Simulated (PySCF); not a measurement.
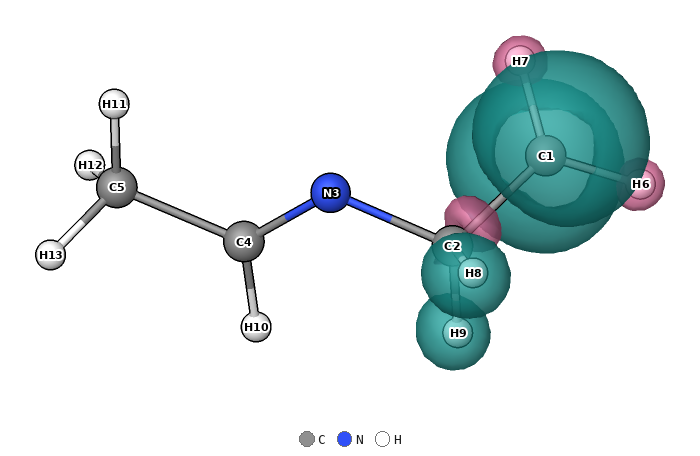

Figure. C4H8N (SMILES [CH2]C/N=C/C) (doublet). Isosurfaces of the spin density (α minus β) at +0.03 (teal) and −0.03 e/Å³ (pink), seen across its widest extent.

Geometry: GFN2-xTB.

The calculation used UKS B3LYP, pcH-1 on C H N, non-relativistic, mean-field spin-orbit, GIAO in PySCF 2.14.0, density-fitted response routines.

```yaml
atoms:
  - { symbol: C, position_ang: [2.2643, 0.7720, 0.0705] }
  - { symbol: C, position_ang: [1.3661, -0.3798, 0.2628] }
  - { symbol: N, position_ang: [0.0165, 0.0418, 0.4811] }
  - { symbol: C, position_ang: [-0.9090, -0.3534, -0.2648] }
  - { symbol: C, position_ang: [-2.3161, 0.0790, -0.0580] }
  - { symbol: H, position_ang: [3.2947, 0.6093, -0.1743] }
  - { symbol: H, position_ang: [1.9021, 1.7650, 0.2367] }
  - { symbol: H, position_ang: [1.6677, -0.9396, 1.1671] }
  - { symbol: H, position_ang: [1.4609, -1.0919, -0.5860] }
  - { symbol: H, position_ang: [-0.7406, -1.0440, -1.1090] }
  - { symbol: H, position_ang: [-2.3794, 0.7548, 0.7893] }
  - { symbol: H, position_ang: [-2.6842, 0.5778, -0.9538] }
  - { symbol: H, position_ang: [-2.9475, -0.7905, 0.1209] }
```

Which atoms carry the spin?

The unpaired spin (1 electron) lies mostly on C1 (about 0.7), in electrons by Hirshfeld's partition.
